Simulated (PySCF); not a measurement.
# quartet OH at 6 levels

We compute a comparison of 6 runs (UHF/STO-3G, UHF/3-21G, U-wB97M-V/aug-cc-pVTZ, UB2PLYP/aug-cc-pVTZ, UCAM-B3LYP/aug-cc-pVTZ, UM06-2X/aug-cc-pVTZ) of quartet OH. 

The calculation is run with PySCF 2.14.0.

2 further runs of the same task are left out: 1 that didn't finish, 1 set aside as unsound or not needed.

**1. The structure to begin with**

OH: 2 atoms, total charge 0, spin state quartet. As SMILES of the parent species, `[OH]`. Geometry: relaxed at GFN2-xTB. That shape belongs to the parent species and isn't relaxed for this state.

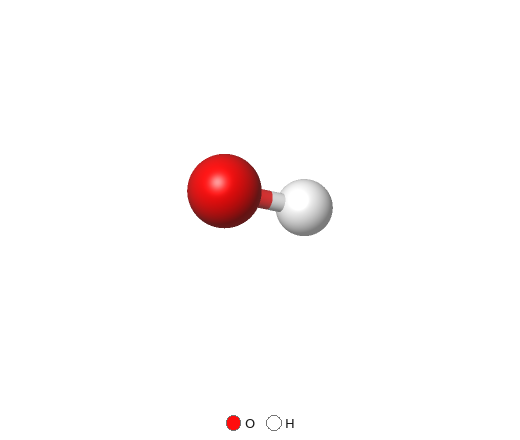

Viewed from a chosen angle; oxygen red, hydrogen white.

**2. The energy at UHF/STO-3G (run 1)**

Contents of job.py:

```python
from pyscf import gto, scf

molecule = gto.M(
    atom='''
O        0.411770      -0.131830       0.212430
H       -0.411770       0.131830      -0.212430
''',
    spin=3,
    basis='sto-3g',
    verbose=3,
    max_memory=1860,
)

hf = scf.UHF(molecule)
hf.conv_tol = 1e-10
hf.kernel()
if not hf.converged:
    hf = hf.newton().run(hf.mo_coeff, hf.mo_occ)

etot = hf.e_tot
print('E(%s) = %.9f' % ('HF', etot))
```

Launch:

```sh
OMP_NUM_THREADS=1 python job.py
```

Output:

```text
converged SCF energy = -73.9862186174391  <S^2> = 3.75  2S+1 = 4
E(HF) = -73.986218617
```

Run time: 0.69 s. Hardware: 1 thread of Arm Neoverse V1, shared host; peak memory 0.099 GiB.

**3. The energy at UHF/3-21G (run 2)**

Contents of input.xyz:

```xyz
2

O      0.411770    -0.131830     0.212430
H     -0.411770     0.131830    -0.212430
```

Contents of run.py:

```python
from pyscf import gto

system = gto.M(
    atom='input.xyz',
    basis='3-21g',
    max_memory=1860,
    spin=3,
    charge=0,
    verbose=3,
)

myscf = system.UHF()
myscf.conv_tol = 1e-10
myscf.kernel()
if not myscf.converged:
    myscf = myscf.newton().run(myscf.mo_coeff, myscf.mo_occ)

energy = myscf.e_tot
print(f'total energy: {energy:.8f} hartree')
```

Launch:

```sh
OMP_NUM_THREADS=1 python run.py
```

Output:

```text
WARN: HOMO 0.207354112635907 >= LUMO -0.417019267572424

converged SCF energy = -74.7008549841627  <S^2> = 3.7536443  2S+1 = 4.0018218
total energy: -74.70085498 hartree
```

Wall time 0.87 s (1 thread of Arm Neoverse V1, shared host); peak memory 0.12 GiB.

Runs 3 to 5 aren't shown in full; the table further down has their settings and results.

**4. The energy at UM06-2X/aug-cc-pVTZ (run 6)**

Contents of run.py:

```python
from pyscf import gto, dft

mol = gto.Mole()
mol.atom = [
    ('O', (0.411770, -0.131830, 0.212430)),
    ('H', (-0.411770, 0.131830, -0.212430)),
]
mol.verbose = 3
mol.basis = 'aug-cc-pvtz'
mol.charge = 0
mol.spin = 3
mol.max_memory = 1860
mol.build()

myscf = dft.UKS(mol)
myscf.xc = 'm06-2x'
myscf.grids.level = 5
myscf.conv_tol = 1e-10
myscf.kernel()
if not myscf.converged:
    myscf = myscf.newton().run(myscf.mo_coeff, myscf.mo_occ)

e_final = myscf.e_tot
print('E(%s) = %.9f' % ('M06-2X', e_final))
```

Launch:

```sh
OMP_NUM_THREADS=1 python run.py
```

Output:

```text
WARN: HOMO -0.0102155852915295 >= LUMO -0.412638208382842

WARN: HOMO -0.187237347261229 >= LUMO -0.514445185350013

WARN: HOMO -0.158205433739496 >= LUMO -0.331969285444438

WARN: HOMO -0.150912259653287 >= LUMO -0.287889457498583

WARN: HOMO -0.150714697504016 >= LUMO -0.281369201594979

WARN: HOMO -0.149796745594303 >= LUMO -0.280791889083054

WARN: HOMO -0.149324304007662 >= LUMO -0.280240482656039

WARN: HOMO -0.149074310287025 >= LUMO -0.280043204026786

WARN: HOMO -0.148996820653718 >= LUMO -0.280041454523138

WARN: HOMO -0.148956539674145 >= LUMO -0.280017321577622

WARN: HOMO -0.148953346534487 >= LUMO -0.280017713674285

WARN: HOMO -0.148952626371202 >= LUMO -0.280016306315211

WARN: HOMO -0.148952636748822 >= LUMO -0.280016239902963

converged SCF energy = -75.447625544133  <S^2> = 3.7541526  2S+1 = 4.0020757
E(M06-2X) = -75.447625544
```

Run time: 14 s. Hardware: 1 thread of Arm Neoverse V1, shared host; peak memory 0.36 GiB.

**5. Overview of the runs**

| run | level | integration grid | nlc grid | energy (Eh) | dipole moment (D) | ⟨S²⟩ | wall time |
| --- | --- | --- | --- | --- | --- | --- | --- |
| 1 | UHF/STO-3G | – | – | -73.986219 | 1.30 | 3.750 | 0.69 s |
| 2 | UHF/3-21G | – | – | -74.700855 | 2.17 | 3.754 | 0.87 s |
| 3 | U-wB97M-V/aug-cc-pVTZ | 5 | 1 | -75.462538 | 2.91 | 3.753 | 17 s |
| 4 | UB2PLYP/aug-cc-pVTZ | 5 | – | -75.438925 | 2.98 | 3.755 | 5.7 s |
| 5 | UCAM-B3LYP/aug-cc-pVTZ | 5 | – | -75.460242 | 2.89 | 3.753 | 6.9 s |
| 6 | UM06-2X/aug-cc-pVTZ | 5 | – | -75.447626 | 3.13 | 3.754 | 14 s |

**6. Results**

| quantity | value |
| --- | --- |
| run 6: total energy | -75.44763 Eh |
| run 6: dipole moment | 3.13 D |
| run 6: HOMO energy (highest over α and β) | -4.05 eV |
| run 6: ⟨S²⟩ | 3.754 |

In words: The dipole moment (its size) runs from 1.30 D (UHF/STO-3G) to 3.13 D (UM06-2X/aug-cc-pVTZ). The two ends differ in method and basis. Totals of different functionals can't be ranked against each other. In run 1 the basis is minimal, so the values are rough. All runs together took 45 s, the longest 17 s.
